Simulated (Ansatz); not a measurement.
## Electronic structure of ClH3O3Zr···H2 in real space

Input

```
crystal:
  periodic: [false, false, false]
  atoms:
    - { symbol: Zr, position_ang: [-0.142009, -0.244336, 0.217512] }
    - { symbol: Cl, position_ang: [-0.030706, -0.075208, 2.700735] }
    - { symbol: O, position_ang: [1.60635, -0.412973, -0.564619] }
    - { symbol: H, position_ang: [2.392559, -0.621597, -1.086267] }
    - { symbol: O, position_ang: [-1.108555, 1.228349, -0.551317] }
    - { symbol: H, position_ang: [-1.585199, 1.880302, -1.083118] }
    - { symbol: O, position_ang: [-1.113005, -1.848855, -0.170548] }
    - { symbol: H, position_ang: [-1.617771, -2.615805, -0.470362] }
    - { symbol: H, position_ang: [1.398402, 2.272332, 0.99285] }
    - { symbol: H, position_ang: [1.171433, 1.901191, 1.570933] }
basis:
  gaussian: { orbitals: def2-SVP }
hamiltonian:
  xc: pbe
  dispersion: d4
relax:
  f_tol: 0.03
  max_steps: 50
output:
  orbitals: {}
```

Launched as:

```sh
ansatz run input.yaml --threads 4 --pin off --max-ram 5120MiB --backend cpu --events-out ev --progress --plain --runs-dir out
```

The fields are those of the relaxed geometry.

Core potentials replace the inner electrons of Zr.

Method: Ansatz, RKS PBE-D4/def2-SVP.

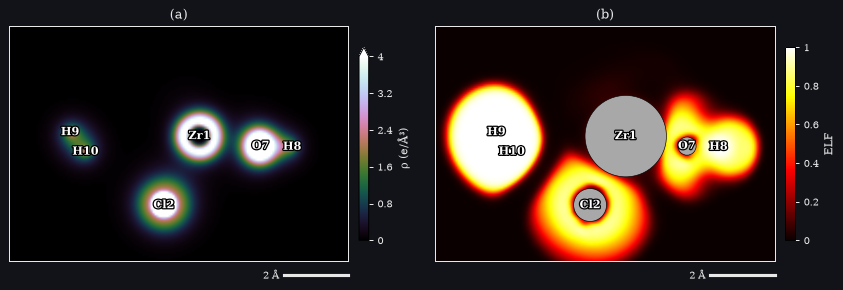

Figure 1. (a) electron density; (b) ELF on the plane of atoms Cl2, Zr1 and O7. Grey discs cover the atomic cores in the ELF map.

> Interpret the plot.

The section cuts through Zr, Cl, O and H sites.
Zr1···H10 (3.57 Å): the density falls to about 0.02 e/Å³ on the way; the ELF dips to about 0 between them: a weak contact between the two molecules.
Zr–O (1.92 Å): ρ is about 0.89 e/Å³ halfway; the ELF peaks at about 0.80 in the valence shell of O, 0.5 Å from its nucleus, and drops to about 0.20 between the two atoms.
Zr–Cl (2.40 Å): the density is about 0.52 e/Å³ at the midpoint; the ELF peaks at about 0.90 in the valence shell of Cl, 0.8 Å from its nucleus, and is about 0.30 at the midpoint.
H–H (0.77 Å): ρ is about 1.6 e/Å³ halfway; the ELF is about 1 at the midpoint.
O–H (0.97 Å): the density is about 3.6 e/Å³ at the midpoint; the ELF climbs to about 1 towards the hydrogen, as it does in any bond to H (an ordinary covalent bond to hydrogen).

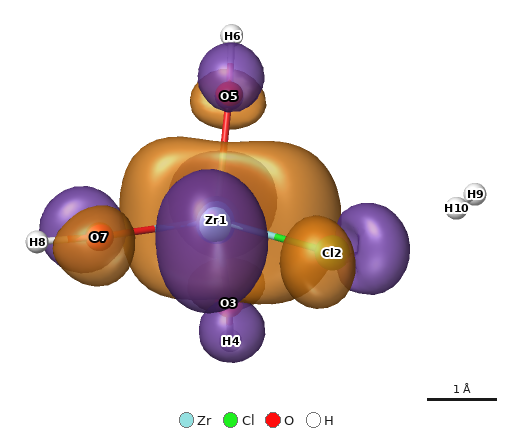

Figure 2. The LUMO at ±0.1 Å⁻³ᐟ² (orange and purple are the two phases), seen at a tilt.

> Where does this orbital lie, and at what energy?

Its weight (Hirshfeld) is mainly on Zr1 (about 70 %), O7 (about 10 %) and Cl2 (about 10 %). Its energy is −0.83 eV.
